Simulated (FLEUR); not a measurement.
Band structure of MoRu (P-6m2, 2 atoms in the cell).

```yaml
crystal:
  lattice:
    - [2.80380, 0.00000, 0.00000]
    - [-1.40190, 2.42816, 0.00000]
    - [0.00000, 0.00000, 4.50612]
  atoms:
    - { symbol: Mo, position: [0.66667, 0.33333, 0.00000] }
    - { symbol: Ru, position: [0.33333, 0.66667, 0.50000] }
```

Method: LDA (Vosko-Wilk-Nusair), all-electron FLAPW (FLEUR), scalar-relativistic valence run with FLEUR.

Settings: Kmax = 4.1 1/bohr; GmaxXC = 16.4 1/bohr; xcFunctional = vwn; jspins = 1; l_soc = F; mode = hist; fermiSmearingEnergy = 0.00367493 Htr; mesh (inpgen div1-3) = 13 13 7; inpgen gamma flag = false; Gmax = 16.4 1/bohr; numbands = 0; maxIterBroyd = 40; imix = Anderson; alpha = 0.05.

The starting cell comes from a database of computed structures (which also holds hypothetical and non-ambient phases and stackings), without a prior relaxation at this level. Its lattice was rescaled by a random factor within 2.5 % of one. Spin polarisation is off. Values depend on the basis (sphere radii, cutoffs, local orbitals), which need not be converged.

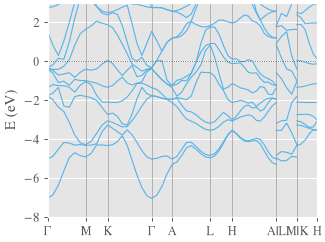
Figure. Bands along the path, energies from the Fermi level.

Levels in eV from the Fermi level, bands 11 to 18:
| point | 11 | 12 | 13 | 14 | 15 | 16 | 17 | 18 |
|---|---|---|---|---|---|---|---|---|
| Γ | -1.77 | -1.36 | -0.38 | -0.38 | -0.34 | -0.34 | 1.54 | 2.75 |
| M | -1.81 | -1.04 | -1.00 | -0.41 | 1.63 | 3.23 | 4.27 | 4.68 |
| K | -2.74 | -2.10 | -1.34 | 0.04 | 1.87 | 2.38 | 2.50 | 7.34 |
| A | -1.96 | -1.96 | -1.37 | -1.26 | -1.26 | 1.19 | 1.19 | 2.56 |
| L | -3.19 | -0.59 | 0.83 | 0.91 | 1.76 | 1.82 | 3.63 | 4.28 |
| H | -3.02 | -2.12 | -1.15 | -0.13 | 0.11 | 1.96 | 2.96 | 7.97 |
